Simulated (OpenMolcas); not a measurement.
## Relativistic diatomic calculation for TeO (part 2 of 2)

The same run, continued: TeO. Method: SA-CASSCF(8,6)/XMS-CASPT2 + RASSI spin-orbit (X2C scalar, AMFI), ANO-RCC-VTZP (OpenMolcas).

Log (extracts), continued:
```
++ Dipole transition strengths (spin-free states):
     for osc. strength at least  1.00000000E-05
      From   To        Osc. strength     Einstein coefficients Ax, Ay, Az (sec-1)    Total A (sec-1)
         1   12       9.31442543E-04  4.59618472E+05  3.88504455E+03  0.00000000E+00  4.63503516E+05
         1   13       9.31442623E-04  3.88504552E+03  4.59618516E+05  0.00000000E+00  4.63503562E+05
         1   14       6.80487243E-04  3.67587542E+04  4.14660966E+05  0.00000000E+00  4.51419720E+05
         1   15       6.80487359E-04  4.14661072E+05  3.67587593E+04  0.00000000E+00  4.51419831E+05
         1    5       9.47346934E-02  0.00000000E+00  0.00000000E+00  6.78519574E+07  6.78519574E+07
         6   18       1.20289421E-03  3.47276335E+05  2.38635113E+05  0.00000000E+00  5.85911447E+05
         6   19       1.20289427E-03  2.38635143E+05  3.47276356E+05  0.00000000E+00  5.85911499E+05
         6   20       4.21807121E-05  7.41744820E+03  2.12923859E+04  0.00000000E+00  2.87098341E+04
         6   21       4.21807385E-05  2.12923998E+04  7.41745302E+03  0.00000000E+00  2.87098529E+04
         6   10       5.10389696E-02  0.00000000E+00  0.00000000E+00  4.30355638E+07  4.30355638E+07
         6   11       2.79276157E-02  0.00000000E+00  0.00000000E+00  2.37574814E+07  2.37574814E+07
         7   18       1.20092663E-03  2.37781010E+05  3.45611900E+05  0.00000000E+00  5.83392910E+05
         7   19       1.20092668E-03  3.45611927E+05  2.37781027E+05  0.00000000E+00  5.83392954E+05
         7   20       4.22345838E-05  2.13293165E+04  7.35231812E+03  0.00000000E+00  2.86816346E+04
         7   21       4.22345993E-05  7.35232182E+03  2.13293241E+04  0.00000000E+00  2.86816459E+04
         7   10       2.77875955E-02  0.00000000E+00  0.00000000E+00  2.33827264E+07  2.33827264E+07
         7   11       5.12106616E-02  0.00000000E+00  0.00000000E+00  4.34759817E+07  4.34759817E+07
         8   18       1.55611313E-03  1.74174557E+05  3.83668275E+05  0.00000000E+00  5.57842832E+05
         8   19       1.55611314E-03  3.83668291E+05  1.74174572E+05  0.00000000E+00  5.57842863E+05
         8   20       4.06859973E-05  1.22039757E+04  9.23058416E+03  0.00000000E+00  2.14345599E+04
         8   21       4.06859802E-05  9.23058033E+03  1.22039712E+04  0.00000000E+00  2.14345515E+04
         9   18       1.73666708E-05  7.60059930E+02  3.29149398E+02  0.00000000E+00  1.08920933E+03
         9   19       1.73666641E-05  3.29149284E+02  7.60059752E+02  0.00000000E+00  1.08920904E+03
         9   20       2.64590581E-04  1.69749688E+04  2.07368786E+04  0.00000000E+00  3.77118474E+04
         9   21       2.64590575E-04  2.07368786E+04  1.69749700E+04  0.00000000E+00  3.77118487E+04
         2   14       1.76072707E-04  2.52053240E+03  3.68385486E+03  0.00000000E+00  6.20438726E+03
         2   15       1.76072729E-04  3.68385675E+03  2.52053328E+03  0.00000000E+00  6.20439003E+03
         3   14       1.74909541E-04  3.61132698E+03  2.47090754E+03  0.00000000E+00  6.08223452E+03
         3   15       1.74909518E-04  2.47090840E+03  3.61132731E+03  0.00000000E+00  6.08223571E+03
         4   14       1.11406073E-04  2.84498426E+03  2.49038902E+02  0.00000000E+00  3.09402316E+03
         4   15       1.11406143E-04  2.49039202E+02  2.84498705E+03  0.00000000E+00  3.09402625E+03
        12   15       3.79484391E-05  0.00000000E+00  0.00000000E+00  4.51350171E+02  4.51350171E+02
        12    5       1.41834725E-05  2.79295019E+02  2.22029207E+00  0.00000000E+00  2.81515311E+02
        13   14       3.79484487E-05  0.00000000E+00  0.00000000E+00  4.51349998E+02  4.51349998E+02
        13    5       1.41834671E-05  2.22028959E+00  2.79294898E+02  0.00000000E+00  2.81515188E+02
        18   21       4.99989928E-05  0.00000000E+00  0.00000000E+00  8.07626192E+02  8.07626192E+02
        18   10       4.18056503E-05  1.11115268E+02  1.91852525E+03  0.00000000E+00  2.02964052E+03
        18   11       4.23889046E-05  2.01577293E+03  1.18905027E+02  0.00000000E+00  2.13467795E+03
        19   20       4.99990146E-05  0.00000000E+00  0.00000000E+00  8.07626224E+02  8.07626224E+02
        19   10       4.18056445E-05  1.91852475E+03  1.11115215E+02  0.00000000E+00  2.02963997E+03
        19   11       4.23888983E-05  1.18904993E+02  2.01577237E+03  0.00000000E+00  2.13467737E+03
        14    5       3.71165416E-05  3.02954921E+00  3.45627865E+01  0.00000000E+00  3.75923357E+01
        15    5       3.71165050E-05  3.45626864E+01  3.02954053E+00  0.00000000E+00  3.75922269E+01
        20   10       3.15576560E-05  2.35957823E+02  3.84272867E+01  0.00000000E+00  2.74385110E+02
        20   11       3.29540634E-05  4.36492353E+01  2.68432996E+02  0.00000000E+00  3.12082231E+02
        21   10       3.15576508E-05  3.84272718E+01  2.35957729E+02  0.00000000E+00  2.74385000E+02
        21   11       3.29540591E-05  2.68432909E+02  4.36492117E+01  0.00000000E+00  3.12082120E+02
 Electric-quadrupole - electric-quadrupole not included
 Electric-dipole - electric-octupole not included
 Electric-dipole - magnetic-quadrupole not included
   Eigenvalues of complex Hamiltonian:
  (Shifted by EMIN (a.u.) =      -6866.5543282584)
 SO State       Relative EMIN(au)   Rel lowest level(eV)    D:o, cm**(-1)      Omega
     1            -0.0034731439        0.0000000000              0.0000         0.0
     2            -0.0009839814        0.0677335615            546.3080         1.0
     3            -0.0009839814        0.0677335613            546.3080         1.0
     4             0.0188267442        0.6068108683           4894.2597         2.0
     5             0.0189894880        0.6112393530           4929.9779         2.0
     6             0.0395521398        1.1707776135           9442.9583         0.0
     7             0.0946940525        2.6712654978          21545.2092         0.0
     8             0.1011226473        2.8461964738          22956.1227         3.0
     9             0.1011226473        2.8461964738          22956.1227         3.0
    10             0.1100763155        3.0898381974          24921.2257         2.0
    11             0.1102847367        3.0955096274          24966.9689         2.0
    12             0.1133670439        3.1793834791          25643.4571         1.0
    13             0.1133670438        3.1793834770          25643.4571         1.0
    14             0.1176135933        3.2949379735          26575.4670         0.0
    15             0.1188657257        3.3290102329          26850.2783         1.0
    16             0.1188657258        3.3290102349          26850.2783         1.0
    17             0.1202548984        3.3668115468          27155.1665         0.0
    18             0.1203274447        3.3687856324          27171.0885         0.0
    19             0.1232173174        3.4474230748          27805.3423         1.0
    20             0.1232173180        3.4474230914          27805.3424         1.0
    21             0.1288290091        3.6001249855          29036.9663         2.0
    22             0.1288314678        3.6001918914          29037.5059         2.0
    23             0.1358990244        3.7925099032          30588.6553         2.0
    24             0.1359063141        3.7927082664          30590.2552         2.0
    25             0.1388918901        3.8739499284          31245.5134         1.0
    26             0.1388918937        3.8739500240          31245.5141         1.0
    27             0.1443746518        4.0231434747          32448.8405         1.0
    28             0.1443746539        4.0231435315          32448.8409         1.0
    29             0.1445770927        4.0286521719          32493.2711         0.0
    30             0.1515366983        4.2180326885          34020.7280         0.0
    31             0.1517871838        4.2248487454          34075.7032         1.0
    32             0.1517871851        4.2248487795          34075.7035         1.0
    33             0.1563554969        4.3491588761          35078.3320         0.0
    34             0.1687958264        4.6876774870          37808.6687         1.0
    35             0.1687958283        4.6876775401          37808.6692         1.0
    36             0.1805087388        5.0064020722          40379.3559         3.0
    37             0.1805087388        5.0064020722          40379.3559         3.0
    38             0.1808295282        5.0151311957          40449.7610         2.0
    39             0.1808541886        5.0158022384          40455.1733         2.0
    40             0.1815500895        5.0347386668          40607.9059         1.0
    41             0.1815501128        5.0347393011          40607.9110         1.0
    42             0.1821351135        5.0506579832          40736.3039         0.0
    43             0.1824635772        5.0595959351          40808.3933         0.0
    44             0.1831723516        5.0788826682          40963.9513         1.0
    45             0.1831723517        5.0788826723          40963.9513         1.0
    46             0.1833375571        5.0833781405          41000.2097         2.0
    47             0.1840135797        5.1017736512          41148.5795         2.0
 Weights of the five most important spin-orbit-free states for each spin-orbit state.
 SO State  Total energy (au)           Spin-free states, spin, and weights
    1        -0.003473       1 1.0  0.9304    8 0.0  0.0649   12 1.0  0.0013   13 1.0  0.0013   14 1.0  0.0007
    2        -0.000984       1 1.0  0.9928    4 1.0  0.0028   15 1.0  0.0014   21 0.0  0.0006   12 1.0  0.0006
    3        -0.000984       1 1.0  0.9928    4 1.0  0.0028   14 1.0  0.0014   20 0.0  0.0006   13 1.0  0.0006
    4         0.018827       6 0.0  0.9889    2 1.0  0.0029    3 1.0  0.0020   14 1.0  0.0017   15 1.0  0.0017
    5         0.018989       7 0.0  0.9888    3 1.0  0.0029    2 1.0  0.0020   14 1.0  0.0017   15 1.0  0.0017
    6         0.039552       8 0.0  0.9268    1 1.0  0.0653   13 1.0  0.0023   12 1.0  0.0023   14 1.0  0.0016
    7         0.094694       9 0.0  0.8205    4 1.0  0.1730   12 1.0  0.0029   13 1.0  0.0029   16 2.0  0.0003
    8         0.101123       2 1.0  0.5013    3 1.0  0.4894   16 2.0  0.0046   17 2.0  0.0046   13 1.0  0.0000
    9         0.101123       2 1.0  0.5013    3 1.0  0.4894   16 2.0  0.0046   17 2.0  0.0046   13 1.0  0.0000
   10         0.110076       2 1.0  0.9724   14 1.0  0.0049   15 1.0  0.0049   11 0.0  0.0044   16 2.0  0.0031
   11         0.110285       3 1.0  0.9720   14 1.0  0.0050   15 1.0  0.0050   10 0.0  0.0045   16 2.0  0.0031
   12         0.113367       4 1.0  0.9625    5 1.0  0.0191   15 1.0  0.0053   17 2.0  0.0043   16 2.0  0.0035
   13         0.113367       4 1.0  0.9625    5 1.0  0.0191   14 1.0  0.0053   16 2.0  0.0043   17 2.0  0.0035
   14         0.117614       4 1.0  0.7607    9 0.0  0.1423   12 1.0  0.0433   13 1.0  0.0433   16 2.0  0.0038
   15         0.118866       3 1.0  0.4578    2 1.0  0.4468   13 1.0  0.0666   12 1.0  0.0115   18 0.0  0.0068
   16         0.118866       3 1.0  0.4578    2 1.0  0.4468   12 1.0  0.0666   13 1.0  0.0115   19 0.0  0.0068
   17         0.120255      12 1.0  0.4526   13 1.0  0.4526    4 1.0  0.0576    9 0.0  0.0358   14 1.0  0.0004
   18         0.120327      12 1.0  0.4913   13 1.0  0.4913    5 1.0  0.0086    8 0.0  0.0060    1 1.0  0.0009
   19         0.123217      12 1.0  0.8403    3 1.0  0.0442    2 1.0  0.0434   18 0.0  0.0281   19 0.0  0.0257
   20         0.123217      13 1.0  0.8403    3 1.0  0.0442    2 1.0  0.0434   19 0.0  0.0281   18 0.0  0.0257
   21         0.128829      13 1.0  0.4865   12 1.0  0.4865   14 1.0  0.0067   15 1.0  0.0067    3 1.0  0.0051
   22         0.128831      13 1.0  0.4866   12 1.0  0.4866   14 1.0  0.0066   15 1.0  0.0066    2 1.0  0.0050
   23         0.135899      14 1.0  0.4781   15 1.0  0.4781   10 0.0  0.0130   13 1.0  0.0079   12 1.0  0.0079
   24         0.135906      14 1.0  0.4784   15 1.0  0.4784   11 0.0  0.0126   13 1.0  0.0079   12 1.0  0.0079
   25         0.138892
```

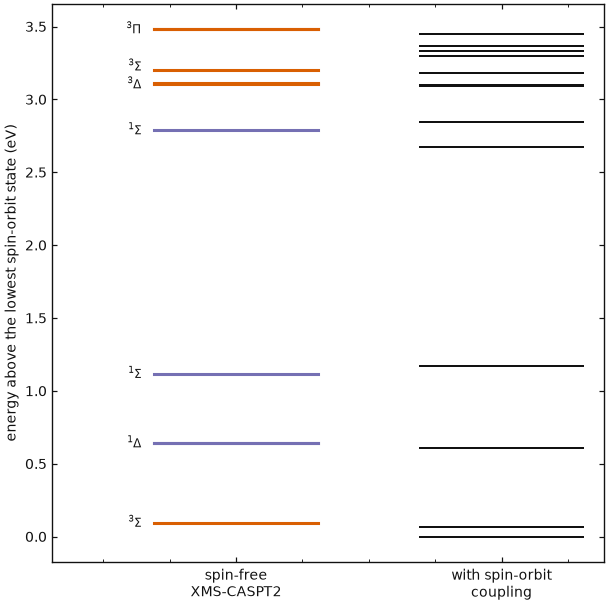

States up to 3.5 eV at 1.849 Å, without spin-orbit coupling (left, a colour for each spin multiplicity) and with it (right, where close levels merge). The spin-free states run ³Σ (0.00 eV), ¹Δ (0.54 eV), ¹Σ (1.02 eV), ¹Σ (2.69 eV), ³Δ (3.01 eV), ³Σ (3.11 eV) from the lowest. The lowest spin-orbit levels have |Ω| = 0 (0 cm⁻¹), 1 (546 cm⁻¹), 2 (4,894 cm⁻¹), 2 (4,930 cm⁻¹), 0 (9,443 cm⁻¹).

Summary:

- outcome: converged; components of a degenerate state are split by 158 cm⁻¹
- lowest spin-free state: ³Σ
- lowest spin-orbit level: Ω = 0, −6866.55780 hartree
- next level: Ω = 1, 546 cm⁻¹
- hardware: 1 thread of Arm Neoverse N1, 24 GiB of memory available, shared host
- wall time: 87 s
- peak memory: 0.33 GiB

Remarks:

To bear in mind: the two components of ¹Δ at 4.97 eV, degenerate in CASSCF as they must be, are split by 158 cm⁻¹ in XMS-CASPT2, an artefact that passes into its spin-orbit levels.
